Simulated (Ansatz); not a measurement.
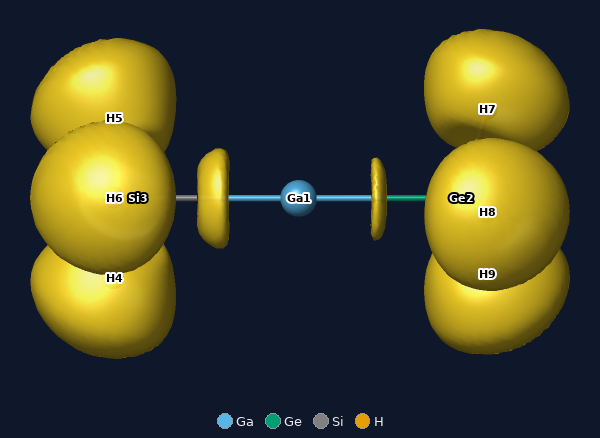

*GaGeH6Si (charge +1). Isosurface of the ELF at 0.8 (yellow), seen from one side. Core shells and regions of very low density are left out.*

Geometry: B3LYP/6-31G*.

Theory: isolated molecule in a Gaussian basis; Kohn-Sham density functional theory, functional PBE0 in Ansatz.

```xyz
9

Ga   -0.0029    0.1210    0.8944
Ge    2.0344    1.3487    0.0720
Si   -2.0083   -1.0947    1.7024
H    -1.8153   -1.2207    3.1644
H    -1.9813   -2.3902    0.9873
H    -3.1529   -0.2346    1.3275
H     2.5804    0.4856   -1.0769
H     1.5149    2.7215   -0.3845
H     2.9740    1.4199    1.2864
```

> Where are the electrons localised?

At this value the surface marks out one region between bonded Ga–Ge atoms (shared pairs), one region between bonded Ga–Si atoms (shared pairs) and six regions around hydrogen nuclei.

Values along the shortest contacts:
Ga–Si (2.48 Å): the ELF peaks at about 0.95 between the atoms, as expected for localised, covalent bonding. Ga–Ge (2.52 Å): the ELF peaks at about 0.85 between the atoms (a shared electron pair).
